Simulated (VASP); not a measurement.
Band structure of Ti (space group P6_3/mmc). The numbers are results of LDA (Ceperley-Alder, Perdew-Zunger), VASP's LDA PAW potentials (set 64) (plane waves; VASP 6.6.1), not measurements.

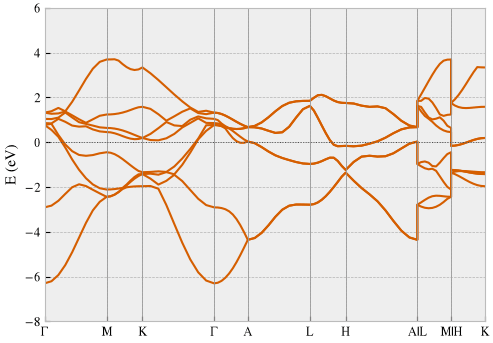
*Bands along high-symmetry lines, zero at the valence-band maximum or, without a gap, the Fermi level*

Problem. Read the plot: is there a gap, and where are the band edges?

Solution. It has no gap at this level: it comes out as a metal or semimetal. (Edges off the drawn lines would not show.)

The structure comes from a computed database's Ti entry (P6_3/mmc); how it stands against other phases isn't given here. It was relaxed first, which changed the volume by -8 %.
